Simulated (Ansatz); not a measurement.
# SnNH4F (SMILES [NH2][SnH2][F]): a chain of runs

We compute a series of 46 runs (r2SCAN/def2-SVP, U-r2SCAN/def2-SVP, PBE/def2-TZVP, UPBE/def2-TZVP, B3LYP/def2-TZVP, UB3LYP/def2-TZVP, HF/def2-TZVP, UHF/def2-TZVP, and more) of FH4NSn and its partners. 

The calculation is run with Ansatz 0.2.0.

## (1) Starting point

SnNH4F has 7 atoms, charge 0, and is taken as a singlet. As SMILES, `[NH2][SnH2][F]`. Geometry: relaxed at PBE0-D4/def2-TZVP. This is one conformer, not always the lowest. The run starts from this shape.

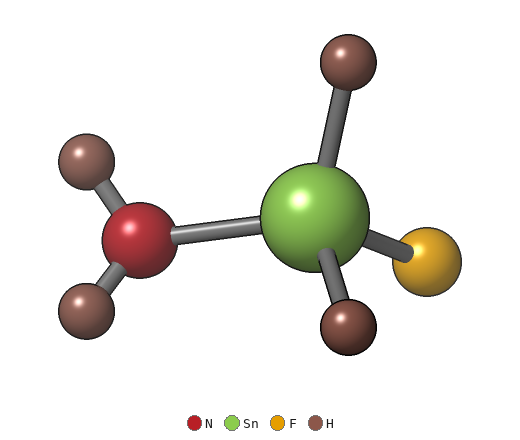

The structure, seen from a chosen angle (nitrogen red, tin green, fluorine amber, hydrogen brown).

## (2) A geometry optimisation at r2SCAN/def2-SVP (core potential, paw set gaussian, start density atoms) (run 1)

File input.yaml:

```yaml
crystal:
  periodic: [false, false, false]
  atoms:
    - symbol: "N"
      position_ang: [-0.824600, 0.088300, -0.943000]
    - symbol: Sn
      position_ang: [0.497700, -0.065100, 0.542900]
    - symbol: F
      position_ang: [0.233900, -1.827500, 1.272400]
    - symbol: H
      position_ang: [-1.584200, 0.741400, -0.829600]
    - symbol: H
      position_ang: [-0.469500, 0.125500, -1.885700]
    - symbol: H
      position_ang: [0.113100, 0.971100, 1.833800]
    - symbol: H
      position_ang: [2.094900, -0.101800, -0.036600]
basis:
  gaussian: {orbitals: def2-SVP}
hamiltonian: {xc: r2scan}
relax: {}
```

On the command line:

```console
$ ansatz run input.yaml --threads 1 --pin off --max-ram 3480MiB --events-out events.jsonl --progress --plain --runs-dir runs
```

Standard output:

```text
Warning: RAYON_NUM_THREADS=1 ignored (pool sized by the plan → 1); use --threads N
The last accepted step is kept in runs//last_step.txt (removed where the run ends without a failure and the disk answers)
[... 18 lines left out ...]
843 factors; their error is unknown
[... 5 lines left out ...]
843 factors; their error is unknown
[... 5 lines left out ...]
843 factors; their error is unknown
[... 6 lines left out ...]
843 factors; their error is unknown
[... 5 lines left out ...]
843 factors; their error is unknown
[... 4 lines left out ...]
843 factors; their error is unknown
[... 4 lines left out ...]
Total energy: -10100.42053674 eV, -371.1836084141 hartree
[... 7 lines left out ...]
Dipole moment:     0.082200     0.721584    -0.327694 e Å
```

Run time: 22 s. Hardware: 1 thread of Arm Neoverse V2, shared host; peak memory 0.14 GiB.

The path in brief:

```
step  energy from the first frame kept (eV)  largest force (eV/Å)
   1                                 0.0000                0.5962
   2                                -0.0147                0.1222
   3                                -0.0156                0.0236
   4                                -0.0157                0.0165
   5                                -0.0158                0.0182
   6                                -0.0158                0.0078
```

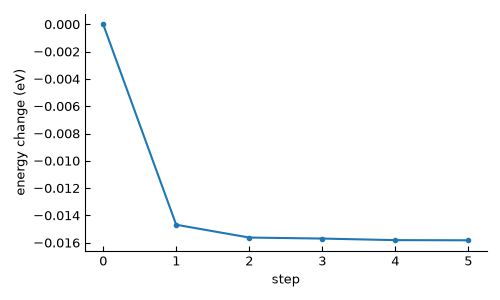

Energy along the run.

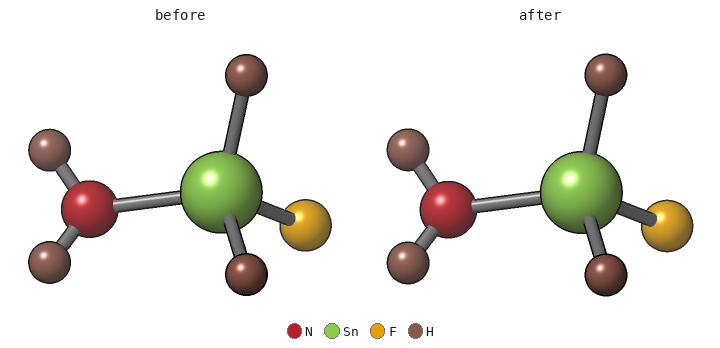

Before and after, at one scale.

After the run. Bond lengths: N1–Sn2 2.017 Å, Sn2–F3 1.948 Å, N1–H4 1.017 Å, N1–H5 1.017 Å, Sn2–H6 1.708 Å, Sn2–H7 1.708 Å. Angles: N1–Sn2–F3 105.3°, N1–Sn2–H6 111.5°, N1–Sn2–H7 111.5°, F3–Sn2–H6 104.1°, F3–Sn2–H7 104.0°, Sn2–N1–H4 117.2°, Sn2–N1–H5 117.2°, H6–Sn2–H7 118.9°, H4–N1–H5 109.9°.

## (3) The doublet cation: a structure relaxation at U-r2SCAN/def2-SVP (core potential, paw set gaussian, start density atoms) (run 2)

File run.yaml:

```yaml
crystal:
  periodic: [false, false, false]
  atoms:
    - symbol: "N"
      position_ang: [-0.824600, 0.088300, -0.943000]
    - symbol: Sn
      position_ang: [0.497700, -0.065100, 0.542900]
    - symbol: F
      position_ang: [0.233900, -1.827500, 1.272400]
    - symbol: H
      position_ang: [-1.584200, 0.741400, -0.829600]
    - symbol: H
      position_ang: [-0.469500, 0.125500, -1.885700]
    - symbol: H
      position_ang: [0.113100, 0.971100, 1.833800]
    - symbol: H
      position_ang: [2.094900, -0.101800, -0.036600]
basis:
  gaussian: {orbitals: def2-SVP}
total_charge: 1
relax: {}
magnetization: {spin_polarized: true, initial_magnetization: 1}
hamiltonian: {xc: {name: r2SCAN}}
```

On the command line:

```console
$ ansatz run run.yaml --threads 1 --pin off --max-ram 3480MiB --events-out events.jsonl --progress --plain --runs-dir runs
```

Standard output:

```text
Warning: RAYON_NUM_THREADS=1 ignored (pool sized by the plan → 1); use --threads N
[... 8 lines left out ...]
843 factors; their error is unknown
[... 23 lines left out ...]
843 factors; their error is unknown
[... 18 lines left out ...]
843 factors; their error is unknown
[... 18 lines left out ...]
843 factors; their error is unknown
[... 5 lines left out ...]
843 factors; their error is unknown
[... 5 lines left out ...]
843 factors; their error is unknown
[... 5 lines left out ...]
843 factors; their error is unknown
[... 6 lines left out ...]
843 factors; their error is unknown
[... 4 lines left out ...]
843 factors; their error is unknown
[... 3 lines left out ...]
Total energy: -10091.54277339 eV, -370.8573566289 hartree
[... 7 lines left out ...]
Dipole moment:    -0.308012     0.787448    -0.767179 e Å
```

Run time: 83 s. Hardware: 1 thread of Arm Neoverse V2, shared host; peak memory 0.22 GiB.

Steps, from the record of the run:

| step | energy from the first frame kept (eV) | largest force (eV/Å) |
| --- | --- | --- |
| 1 | 0.0000 | 4.4097 |
| 2 | -0.6881 | 1.9046 |
| 3 | -0.6715 | 2.0247 |
| 4 | -0.8193 | 0.4744 |
| 5 | -0.8390 | 0.1705 |
| 6 | -0.8493 | 0.2159 |
| 7 | -0.8522 | 0.1270 |
| 8 | -0.8526 | 0.0654 |
| 9 | -0.8528 | 0.0161 |
| 10 | -0.8528 | 0.0011 |
| 11 | -0.8528 | 0.0015 |
| 12 | -0.8419 | 0.7194 |
| 13 | -0.8528 | 0.0092 |
| 14 | -0.8528 | 0.0119 |

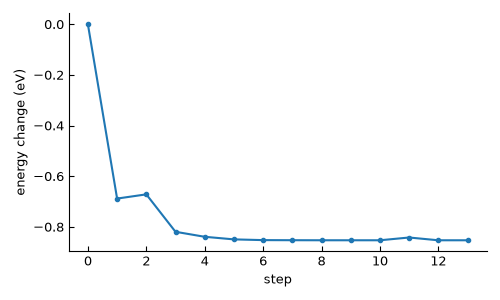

Energy along the run.

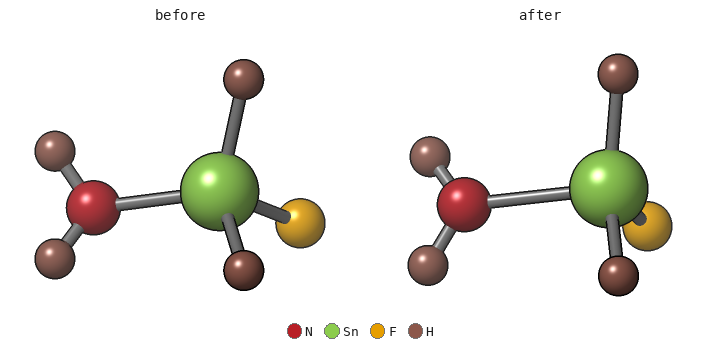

Before and after, at one scale.

After the run. Bond lengths: N1–Sn2 2.242 Å, Sn2–F3 1.920 Å, N1–H4 1.032 Å, N1–H5 1.032 Å, Sn2–H6 1.686 Å, Sn2–H7 1.686 Å. Angles: N1–Sn2–F3 87.2°, N1–Sn2–H6 102.2°, N1–Sn2–H7 102.2°, F3–Sn2–H6 110.6°, F3–Sn2–H7 110.4°, Sn2–N1–H4 124.8°, Sn2–N1–H5 124.3°, H6–Sn2–H7 132.7°, H4–N1–H5 109.8°.

Runs 3 to 23 aren't shown in full; the table further down has their settings and results.

## (4) SnH2F: the energy at UB3LYP/def2-TZVP (core potential, paw set gaussian, start density atoms) (run 24)

File run.yaml:

```yaml
basis:
  gaussian: {orbitals: def2-TZVP}
crystal:
  periodic: [false, false, false]
  atoms:
    - symbol: Sn
      position_ang: [0.446015, -0.083457, 0.498243]
    - symbol: F
      position_ang: [0.227431, -1.858892, 1.284300]
    - symbol: H
      position_ang: [0.156663, 0.987747, 1.836530]
    - symbol: H
      position_ang: [2.109491, -0.068698, -0.006573]
hamiltonian: {xc: {name: B3LYP}}
magnetization: {spin_polarized: true, initial_magnetization: 1}
```

On the command line:

```console
$ ansatz run run.yaml --threads 1 --pin off --max-ram 3480MiB --events-out events.jsonl --progress --plain --runs-dir runs
```

Standard output:

```text
Warning: RAYON_NUM_THREADS=1 ignored (pool sized by the plan → 1); use --threads N
Functional definition: B3LYP
  name "B3LYP"
  parameter a0 = 0.2
  parameter ax = 0.72
  parameter ac = 0.81
  exchange = (1 - a0 - ax)*slater_x + ax*b88_x + a0*exact_x
  correlation = (1 - ac)*vwn_rpa_c + ac*lyp_c
676 factors; their error is unknown
mean field evaluation 1: about -8580.8613 eV, gradient 3.0e1 eV
mean field evaluation 2: about -8557.0778 eV, gradient 8.8e1 eV
mean field evaluation 4: about -8583.7384 eV, gradient 2.8e0 eV
mean field evaluation 8: about -8583.7676 eV, gradient 5.9e-2 eV
mean field evaluation 16: about -8583.8392 eV, gradient 3.9e-5 eV
mean field -8583.83920610 eV, -315.4502724890 hartree, gradient 1.0e-5 eV, S^2 0.752360; 0 other end points of the search recorded, 0 dependent functions left out
reference -8583.83942987 eV, -315.4502807125 hartree; 17, 16 occupied and 76, 77 virtual orbitals, 676 factors
Total energy: -8583.83942987 eV, -315.4502807125 hartree
```

Wall time 2.2 s (1 thread of Arm Neoverse V2, shared host); peak memory 0.16 GiB.

Runs 26 to 50 aren't shown in full; the table further down has their settings and results.

## (5) SnH2F: the energy at U-wB97M-V/def2-TZVP (core potential, paw set gaussian, start density atoms) (run 51)

File input.yaml:

```yaml
crystal:
  periodic: [false, false, false]
  atoms:
    - {symbol: Sn, position_ang: [0.446015, -0.083457, 0.498243]}
    - {symbol: F, position_ang: [0.227431, -1.858892, 1.284300]}
    - {symbol: H, position_ang: [0.156663, 0.987747, 1.836530]}
    - {symbol: H, position_ang: [2.109491, -0.068698, -0.006573]}
basis:
  gaussian:
    orbitals: def2-TZVP
total_charge: 0
magnetization:
  spin_polarized: true
  initial_magnetization: 1
hamiltonian:
  xc: {name: wB97M-V}
```

On the command line:

```console
$ ansatz run input.yaml --threads 1 --pin off --max-ram 3480MiB --events-out events.jsonl --progress --plain --runs-dir runs
```

Standard output, shortened:

```text
Warning: RAYON_NUM_THREADS=1 ignored (pool sized by the plan → 1); use --threads N
Functional definition: wB97M-V
  name "wB97M-V"
[...]
  gx(w, u) = 1 - cx + cx01*u + cx10*w
  gss(w, u) = css00 + css04*u^4 + css10*w + css20*w^2 + css43*w^4*u^3
  gos(w, u) = cos00 + cos10*w + (cos20 + cos21*u)*w^2 + (cos60 + cos61*u)*w^6
[...]
      + integral(e_c_pw_mod_opposite_spin*gos(b97_w_opposite, b97_u_opposite)) + vv10(b, c)
676 factors; their error is unknown
156 factors; integrals over basis functions are off by at most 1.6e-5 eV
[...]
mean field -8579.49631535 eV, -315.2906741976 hartree, gradient 5.6e-5 eV, S^2 0.752547; 0 other end points of the search recorded, 0 dependent functions left out
reference -8579.49636440 eV, -315.2906760002 hartree; 17, 16 occupied and 76, 77 virtual orbitals, 676 factors
Total energy: -8579.49636440 eV, -315.2906760002 hartree
```

Wall time 8.4 s (1 thread of Arm Neoverse V2, shared host); peak memory 0.28 GiB.

## (6) The series

```
run                                                                        level  broken bond      fragment atoms   partner  energy (Eh)  wall time
  1      r2SCAN/def2-SVP (core potential, paw set gaussian, start density atoms)            –                   –      base  -371.183608       22 s
  2    U-r2SCAN/def2-SVP (core potential, paw set gaussian, start density atoms)            –                   –    cation  -370.857357       83 s
  3    U-r2SCAN/def2-SVP (core potential, paw set gaussian, start density atoms)            –                   –     anion  -371.181212    2.4 min
  4    U-r2SCAN/def2-SVP (core potential, paw set gaussian, start density atoms)       (5, 1)  (1, 2, 3, 4, 6, 7)  fragment  -370.507630       89 s
  5    U-r2SCAN/def2-SVP (core potential, paw set gaussian, start density atoms)       (3, 2)  (1, 2, 4, 5, 6, 7)  fragment  -271.407400       44 s
  6    U-r2SCAN/def2-SVP (core potential, paw set gaussian, start density atoms)       (2, 1)        (2, 3, 6, 7)  fragment  -315.268186       12 s
  8        PBE/def2-TZVP (core potential, paw set gaussian, start density atoms)            –                   –      base  -371.223284      2.1 s
  9       UPBE/def2-TZVP (core potential, paw set gaussian, start density atoms)            –                   –    cation  -370.885333      5.4 s
 10       UPBE/def2-TZVP (core potential, paw set gaussian, start density atoms)            –                   –     anion  -371.228137      4.2 s
 11                       UPBE/def2-TZVP (paw set gaussian, start density atoms)       (5, 1)                 (5)  fragment    -0.499616     0.06 s
 12       UPBE/def2-TZVP (core potential, paw set gaussian, start density atoms)       (5, 1)  (1, 2, 3, 4, 6, 7)  fragment  -370.545140      3.6 s
 13                       UPBE/def2-TZVP (paw set gaussian, start density atoms)       (3, 2)                 (3)  fragment   -99.669123     0.28 s
 14       UPBE/def2-TZVP (core potential, paw set gaussian, start density atoms)       (3, 2)  (1, 2, 4, 5, 6, 7)  fragment  -271.365528      2.1 s
 15       UPBE/def2-TZVP (core potential, paw set gaussian, start density atoms)       (2, 1)        (2, 3, 6, 7)  fragment  -315.271511      1.8 s
 17      B3LYP/def2-TZVP (core potential, paw set gaussian, start density atoms)            –                   –      base  -371.471674      2.7 s
 18     UB3LYP/def2-TZVP (core potential, paw set gaussian, start density atoms)            –                   –    cation  -371.132088      5.7 s
 19     UB3LYP/def2-TZVP (core potential, paw set gaussian, start density atoms)            –                   –     anion  -371.476653      5.4 s
 20                     UB3LYP/def2-TZVP (paw set gaussian, start density atoms)       (5, 1)                 (5)  fragment    -0.502154     0.06 s
 21     UB3LYP/def2-TZVP (core potential, paw set gaussian, start density atoms)       (5, 1)  (1, 2, 3, 4, 6, 7)  fragment  -370.790110      5.7 s
 22                     UB3LYP/def2-TZVP (paw set gaussian, start density atoms)       (3, 2)                 (3)  fragment   -99.770147     0.18 s
 23     UB3LYP/def2-TZVP (core potential, paw set gaussian, start density atoms)       (3, 2)  (1, 2, 4, 5, 6, 7)  fragment  -271.520061      2.8 s
 24     UB3LYP/def2-TZVP (core potential, paw set gaussian, start density atoms)       (2, 1)        (2, 3, 6, 7)  fragment  -315.450281      2.2 s
 26         HF/def2-TZVP (core potential, paw set gaussian, start density atoms)            –                   –      base  -369.658609     0.82 s
 27        UHF/def2-TZVP (core potential, paw set gaussian, start density atoms)            –                   –    cation  -369.373340      7.2 s
 28        UHF/def2-TZVP (core potential, paw set gaussian, start density atoms)            –                   –     anion  -369.629207      2.3 s
 29                        UHF/def2-TZVP (paw set gaussian, start density atoms)       (5, 1)                 (5)  fragment    -0.499810     0.04 s
 30        UHF/def2-TZVP (core potential, paw set gaussian, start density atoms)       (5, 1)  (1, 2, 3, 4, 6, 7)  fragment  -369.022313      5.1 s
 31                        UHF/def2-TZVP (paw set gaussian, start density atoms)       (3, 2)                 (3)  fragment   -99.411798     0.06 s
 32        UHF/def2-TZVP (core potential, paw set gaussian, start density atoms)       (3, 2)  (1, 2, 4, 5, 6, 7)  fragment  -270.115533      1.1 s
 33        UHF/def2-TZVP (core potential, paw set gaussian, start density atoms)       (2, 1)        (2, 3, 6, 7)  fragment  -313.990054     0.78 s
 35        MP2/def2-TZVP (core potential, paw set gaussian, start density atoms)            –                   –      base  -370.447144      2.4 s
 36       UMP2/def2-TZVP (core potential, paw set gaussian, start density atoms)            –                   –    cation  -370.103071      7.5 s
 37       UMP2/def2-TZVP (core potential, paw set gaussian, start density atoms)            –                   –     anion  -370.433264      4.2 s
 38                        UHF/def2-TZVP (paw set gaussian, start density atoms)       (5, 1)                 (5)  fragment    -0.499810     0.04 s
 39       UMP2/def2-TZVP (core potential, paw set gaussian, start density atoms)       (5, 1)  (1, 2, 3, 4, 6, 7)  fragment  -369.762690      5.1 s
 40                       UMP2/def2-TZVP (paw set gaussian, start density atoms)       (3, 2)                 (3)  fragment   -99.609588      0.1 s
 41       UMP2/def2-TZVP (core potential, paw set gaussian, start density atoms)       (3, 2)  (1, 2, 4, 5, 6, 7)  fragment  -270.639052        2 s
 42       UMP2/def2-TZVP (core potential, paw set gaussian, start density atoms)       (2, 1)        (2, 3, 6, 7)  fragment  -314.545662      1.4 s
 44    wB97M-V/def2-TZVP (core potential, paw set gaussian, start density atoms)            –                   –      base  -371.290129       11 s
 45  U-wB97M-V/def2-TZVP (core potential, paw set gaussian, start density atoms)            –                   –    cation  -370.949294       20 s
 46  U-wB97M-V/def2-TZVP (core potential, paw set gaussian, start density atoms)            –                   –     anion  -371.285682       21 s
 47                  U-wB97M-V/def2-TZVP (paw set gaussian, start density atoms)       (5, 1)                 (5)  fragment    -0.494111     0.16 s
 48  U-wB97M-V/def2-TZVP (core potential, paw set gaussian, start density atoms)       (5, 1)  (1, 2, 3, 4, 6, 7)  fragment  -370.610835       22 s
 49                  U-wB97M-V/def2-TZVP (paw set gaussian, start density atoms)       (3, 2)                 (3)  fragment   -99.745271     0.48 s
 50  U-wB97M-V/def2-TZVP (core potential, paw set gaussian, start density atoms)       (3, 2)  (1, 2, 4, 5, 6, 7)  fragment  -271.356084       13 s
 51  U-wB97M-V/def2-TZVP (core potential, paw set gaussian, start density atoms)       (2, 1)        (2, 3, 6, 7)  fragment  -315.290676      8.4 s
```

## (7) Outcome

```
                                                                                                                                          quantity          value
                                                                                                                       SnH2F, run 51: total energy  -315.29068 Eh
                                                                                                                               SnH2F, run 51: ⟨S²⟩          0.753
                          adiabatic electron affinity (to the doublet anion, shapes relaxed at r2SCAN/def2-SVP, no zero-point term), PBE/def2-TZVP       0.132 eV
                        adiabatic electron affinity (to the doublet anion, shapes relaxed at r2SCAN/def2-SVP, no zero-point term), B3LYP/def2-TZVP       0.136 eV
                           adiabatic electron affinity (to the doublet anion, shapes relaxed at r2SCAN/def2-SVP, no zero-point term), HF/def2-TZVP      -0.800 eV
     dissociation energy of the H5–N1 bond into doublet H and doublet SnNH3F (shapes relaxed at r2SCAN/def2-SVP, no zero-point term), HF/def2-TZVP       3.714 eV
dissociation energy of the F3–Sn2 bond into doublet F and doublet SnNH4 (shapes relaxed at r2SCAN/def2-SVP, no zero-point term), wB97M-V/def2-TZVP       5.137 eV
                       adiabatic ionisation energy (to the doublet cation, shapes relaxed at r2SCAN/def2-SVP, no zero-point term), B3LYP/def2-TZVP       9.241 eV
                          adiabatic ionisation energy (to the doublet cation, shapes relaxed at r2SCAN/def2-SVP, no zero-point term), HF/def2-TZVP       7.763 eV
                     adiabatic ionisation energy (to the doublet cation, shapes relaxed at r2SCAN/def2-SVP, no zero-point term), wB97M-V/def2-TZVP       9.275 eV
```

**Reading.** At PBE/def2-TZVP: the adiabatic electron affinity (to the doublet anion, shapes relaxed at r2SCAN/def2-SVP, no zero-point term) is 0.13 eV (3.0 kcal/mol). At B3LYP/def2-TZVP: the adiabatic electron affinity (to the doublet anion, shapes relaxed at r2SCAN/def2-SVP, no zero-point term) is 0.14 eV (3.1 kcal/mol). At HF/def2-TZVP: the adiabatic electron affinity (to the doublet anion, shapes relaxed at r2SCAN/def2-SVP, no zero-point term) is −0.80 eV (−77.2 kJ/mol). A negative value puts this state of the anion above the relaxed parent: the electron is not bound at this level, and such a value depends on the basis. At HF/def2-TZVP: the dissociation energy of the H5–N1 bond into doublet H and doublet SnNH3F (shapes relaxed at r2SCAN/def2-SVP, no zero-point term) is 3.71 eV (86 kcal/mol). At wB97M-V/def2-TZVP: the dissociation energy of the F3–Sn2 bond into doublet F and doublet SnNH4 (shapes relaxed at r2SCAN/def2-SVP, no zero-point term) is 5.14 eV (496 kJ/mol). Totals of different functionals can't be ranked against each other. All runs together took 9.6 min, the longest 2.4 min.
